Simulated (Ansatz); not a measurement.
# NF3 (SMILES FN(F)F) at CCSDT/STO-3G

What is the vertical ionisation energy of NF3 at CCSDT/STO-3G? 

The results are computed with Ansatz 0.2.0.

23 further runs of the same task are left out: 1 that didn't finish, 22 set aside as unsound or not needed.

## Step 1: Starting point

NF3 has 4 atoms, charge 0, and is taken as a singlet. SMILES: `FN(F)F`. The coordinates come from a GFN2-xTB relaxation.

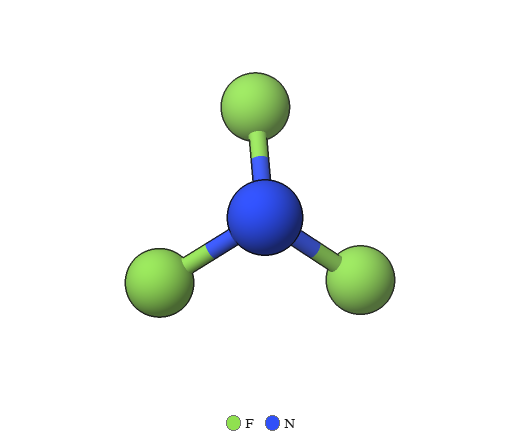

The structure, seen from a chosen angle (fluorine green, nitrogen blue).

## Step 2: A single-point energy at CCSDT/STO-3G

Input file molecule.yaml:

```yaml
crystal:
  periodic: [false, false, false]
  atoms:
    - {symbol: F, position_ang: [0.623050, -0.000560, 1.070480]}
    - {symbol: "N", position_ang: [0.341300, -0.071640, -0.257040]}
    - {symbol: F, position_ang: [-0.635810, -1.014280, -0.318110]}
    - {symbol: F, position_ang: [-0.328540, 1.086490, -0.495330]}
basis:
  gaussian:
    orbitals: STO-3G
correlation:
  method: ccsdt
  frozen_orbitals: {F: 1, "N": 1}
accuracy: high
scf:
  omitted_lower_state_checks: [cluster_reference, increment]
```

Started as:

```bash
$ ansatz run molecule.yaml --threads 1 --pin off --max-ram 2610MiB --events-out events.jsonl --progress --plain --runs-dir runs
```

What it wrote:

```text
Warning: RAYON_NUM_THREADS=1 ignored (pool sized by the plan → 1); use --threads N
Functional definition: HF
  name "HF"
  exchange = exact_x
  correlation = 0
these checks for a lower state are left out or cut short: cluster_reference, increment
369 factors; integrals over basis functions are off by at most 6.0e-8 eV
mean field evaluation 1: about -9457.1391 eV, gradient 3.8e1 eV
mean field evaluation 2: about -9457.3845 eV, gradient 3.9e1 eV
mean field evaluation 4: about -9462.7625 eV, gradient 2.6e0 eV
mean field evaluation 8: about -9462.8108 eV, gradient 4.9e-4 eV
mean field -9462.81077930 eV, -347.7518820158 hartree, gradient 2.6e-8 eV, S^2 0.000000; 0 other end points of the search recorded, 0 dependent functions left out
4 core orbitals not correlated: weight in the atoms' cores, before any rotation towards them, 1.000 or more for the frozen orbitals, at most 0.000 for the correlated occupied ones
reference -9462.81077930 eV, -347.7518820158 hartree; 13, 13 occupied and 3, 3 virtual orbitals, 369 factors
second order -2.80740753 eV of doubles, -0.00000000 eV of singles
cycle   1  -3.39031134 eV  change   -5.8e-1 eV  update   7.6e-2
cycle   2  -3.74653519 eV  change   -3.6e-1 eV  update   3.5e-2
cycle   3  -3.86333112 eV  change   -1.2e-1 eV  update   2.1e-2
cycle   4  -3.88449514 eV  change   -2.1e-2 eV  update   7.0e-3
cycle   5  -3.88767873 eV  change   -3.2e-3 eV  update   3.7e-3
cycle   6  -3.88774482 eV  change   -6.6e-5 eV  update   1.2e-3
cycle   7  -3.88731662 eV  change    4.3e-4 eV  update   5.0e-4
cycle   8  -3.88709353 eV  change    2.2e-4 eV  update   1.8e-4
cycle   9  -3.88725310 eV  change   -1.6e-4 eV  update   8.1e-5
cycle  10  -3.88728239 eV  change   -2.9e-5 eV  update   3.4e-5
cycle  11  -3.88728148 eV  change    9.1e-7 eV  update   1.3e-5
cycle  12  -3.88728368 eV  change   -2.2e-6 eV  update   4.8e-6
cycle  13  -3.88728024 eV  change    3.4e-6 eV  update   2.1e-6
cycle  14  -3.88727994 eV  change    3.0e-7 eV  update   8.5e-7
cycle  15  -3.88728111 eV  change   -1.2e-6 eV  update   4.9e-7
cycle  16  -3.88728122 eV  change   -1.0e-7 eV  update   1.3e-7
cycle  17  -3.88728116 eV  change    6.1e-8 eV  update   6.7e-8
cycle  18  -3.88728107 eV  change    9.0e-8 eV  update   3.2e-8
cycle  19  -3.88728117 eV  change   -1.0e-7 eV  update   9.7e-8
cycle  20  -3.88728131 eV  change   -1.4e-7 eV  update   4.6e-8
cycle  21  -3.88728133 eV  change   -2.2e-8 eV  update   1.9e-8
cycle  22  -3.88728134 eV  change   -7.0e-9 eV  update   7.7e-9
cycle  23  -3.88728133 eV  change    5.2e-9 eV  update   3.2e-9
cycle  24  -3.88728133 eV  change    3.9e-9 eV  update   1.4e-9
cycle  25  -3.88728133 eV  change   2.3e-10 eV  update  6.8e-10
Total energy: -9466.69806063 eV, -347.8947369696 hartree
Checks for a lower state left out: cluster_reference, increment
```

Run time: 0.36 s. Hardware: 1 thread of Intel Xeon Platinum 8488C (Sapphire Rapids), shared host.

## Step 3: The doublet cation, same level

Input file run.yaml:

```yaml
crystal:
  periodic: [false, false, false]
  atoms:
    - symbol: F
      position_ang: [0.623050, -0.000560, 1.070480]
    - symbol: "N"
      position_ang: [0.341300, -0.071640, -0.257040]
    - symbol: F
      position_ang: [-0.635810, -1.014280, -0.318110]
    - symbol: F
      position_ang: [-0.328540, 1.086490, -0.495330]
basis:
  gaussian:
    orbitals: STO-3G
total_charge: 1
magnetization:
  spin_polarized: true
  initial_magnetization: 1
scf:
  omitted_lower_state_checks: [cluster_reference, increment]
accuracy: high
correlation:
  method: ccsdt
  frozen_orbitals: {F: 1, "N": 1}
```

Started as:

```bash
$ ansatz run run.yaml --threads 1 --pin off --max-ram 2610MiB --events-out events.jsonl --progress --plain --runs-dir runs
```

What it wrote:

```text
Warning: RAYON_NUM_THREADS=1 ignored (pool sized by the plan → 1); use --threads N
[... 4 set-up lines as earlier in the session ...]
these checks for a lower state are left out or cut short: cluster_reference, increment
369 factors; integrals over basis functions are off by at most 6.0e-8 eV
mean field evaluation 1: about -9443.8373 eV, gradient 3.6e1 eV
mean field evaluation 2: about -9444.0491 eV, gradient 3.7e1 eV
mean field evaluation 4: about -9452.9462 eV, gradient 3.0e0 eV
mean field evaluation 8: about -9453.1916 eV, gradient 1.3e-1 eV
mean field evaluation 16: about -9453.1784 eV, gradient 4.2e-8 eV
mean field -9453.17835364 eV, -347.3978969018 hartree, gradient 4.2e-8 eV, S^2 0.790130; 0 other end points of the search recorded, 0 dependent functions left out
4 core orbitals not correlated: weight in the atoms' cores, before any rotation towards them, 1.000 or more for the frozen orbitals, at most 0.000 for the correlated occupied ones
reference -9453.17835364 eV, -347.3978969018 hartree; 13, 12 occupied and 3, 4 virtual orbitals, 369 factors
second order -3.72045748 eV of doubles, -0.00000000 eV of singles
cycle   1  -4.33276979 eV  change   -6.1e-1 eV  update   1.1e-1
cycle   2  -4.81386688 eV  change   -4.8e-1 eV  update   5.8e-2
cycle   3  -5.15900543 eV  change   -3.5e-1 eV  update   4.3e-2
cycle   4  -5.21653438 eV  change   -5.8e-2 eV  update   1.8e-2
cycle   5  -5.23248455 eV  change   -1.6e-2 eV  update   1.1e-2
cycle   6  -5.24830450 eV  change   -1.6e-2 eV  update   4.7e-3
cycle   7  -5.25102078 eV  change   -2.7e-3 eV  update   2.4e-3
cycle   8  -5.24729762 eV  change    3.7e-3 eV  update   1.1e-3
cycle   9  -5.24751586 eV  change   -2.2e-4 eV  update   5.8e-4
cycle  10  -5.24840023 eV  change   -8.8e-4 eV  update   2.6e-4
cycle  11  -5.24844214 eV  change   -4.2e-5 eV  update   1.4e-4
cycle  12  -5.24853846 eV  change   -9.6e-5 eV  update   7.3e-5
cycle  13  -5.24845058 eV  change    8.8e-5 eV  update   3.2e-5
cycle  14  -5.24841101 eV  change    4.0e-5 eV  update   1.7e-5
cycle  15  -5.24842163 eV  change   -1.1e-5 eV  update   1.0e-5
cycle  16  -5.24843711 eV  change   -1.5e-5 eV  update   4.4e-6
cycle  17  -5.24844404 eV  change   -6.9e-6 eV  update   1.9e-6
cycle  18  -5.24844465 eV  change   -6.0e-7 eV  update   1.0e-6
cycle  19  -5.24844330 eV  change    1.3e-6 eV  update   5.8e-7
cycle  20  -5.24844240 eV  change    9.1e-7 eV  update   3.7e-7
cycle  21  -5.24844245 eV  change   -5.3e-8 eV  update   2.1e-7
cycle  22  -5.24844265 eV  change   -2.0e-7 eV  update   1.5e-7
cycle  23  -5.24844293 eV  change   -2.8e-7 eV  update   1.1e-7
cycle  24  -5.24844296 eV  change   -3.1e-8 eV  update   7.5e-8
cycle  25  -5.24844299 eV  change   -2.4e-8 eV  update   5.2e-8
cycle  26  -5.24844323 eV  change   -2.4e-7 eV  update   1.0e-7
cycle  27  -5.24844335 eV  change   -1.2e-7 eV  update   5.3e-8
cycle  28  -5.24844340 eV  change   -5.2e-8 eV  update   2.9e-8
cycle  29  -5.24844341 eV  change   -1.5e-8 eV  update   1.5e-8
cycle  30  -5.24844342 eV  change  -7.9e-10 eV  update   7.6e-9
cycle  31  -5.24844341 eV  change    1.2e-9 eV  update   4.6e-9
cycle  32  -5.24844341 eV  change    1.6e-9 eV  update   3.0e-9
cycle  33  -5.24844341 eV  change    1.5e-9 eV  update   1.9e-9
cycle  34  -5.24844341 eV  change    2.0e-9 eV  update   1.3e-9
Total energy: -9458.42679705 eV, -347.5907736396 hartree
Checks for a lower state left out: cluster_reference, increment
```

Run time: 1.5 s. Hardware: 1 thread of Intel Xeon Platinum 8488C (Sapphire Rapids), shared host.

## Step 4: Outcome

Level: CCSDT/STO-3G, 4 core orbitals frozen.

```
                                                   quantity          value
                                  singlet NF3: total energy  -347.89474 Eh
   singlet NF3: correlation energy (4 core orbitals frozen)     -142.9 mEh
                                 singlet NF3: T1 diagnostic          0.012
                               doublet cation: total energy  -347.59077 Eh
doublet cation: correlation energy (4 core orbitals frozen)     -192.9 mEh
          doublet cation: ⟨S²⟩ of the reference determinant          0.790
                              doublet cation: T1 diagnostic          0.030
         vertical ionisation energy (to the doublet cation)       8.271 eV
```

What this shows: Removing an electron at fixed nuclei costs 8.27 eV (798 kJ/mol). In a minimal basis such a difference can be off by several eV, whatever the method.
